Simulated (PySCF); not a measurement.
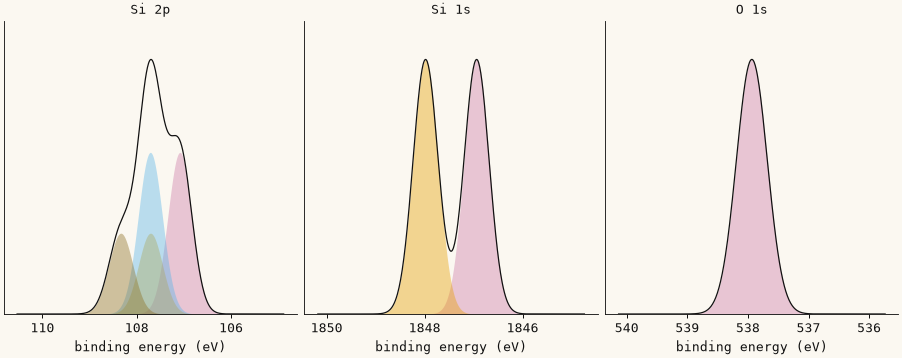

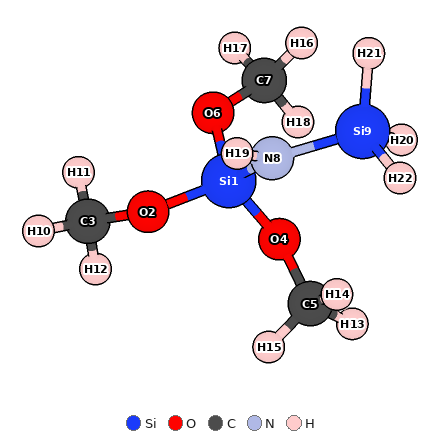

Simulated XPS of C₃H₁₃NO₃Si₂. Vertical core-electron binding energies by ΔSCF (SCAN, pcX-2 on the ionised atom, pcseg-1 elsewhere, spin-free X2C; PySCF 2.14.0, at a PBE0-D3(BJ)/def2-SVP geometry (no frequency check)), gas phase, against the vacuum level. One atom of each kind was ionised; within a panel, areas follow the number of like atoms and 2j + 1 (2p levels are split by first-order spin-orbit coupling, an approximation), each panel is scaled alone, Gaussians of 0.6 eV full width. Only the regions named are shown. Lines closer than the width merge in the curve. The order of lines from different atoms under 0.3 eV apart is within the error of the method.

Question: Assign the components.

Answer:
| level | atoms | binding energy (eV) |
| --- | --- | --- |
| Si 2p1/2 | Si1 | 108.3 |
| Si 2p3/2 | Si1 | 107.7 |
| Si 2p1/2 | Si9 | 107.7 |
| Si 2p3/2 | Si9 | 107.1 |
| Si 1s | Si1 | 1848.0 |
| Si 1s | Si9 | 1846.9 |
| O 1s | O2, O4, O6 | 537.9 |

Question: How large is the chemical shift across the Si 2p region?

Answer: 0.6 eV, from Si9 at 107.1 eV to Si1 at 107.7 eV.
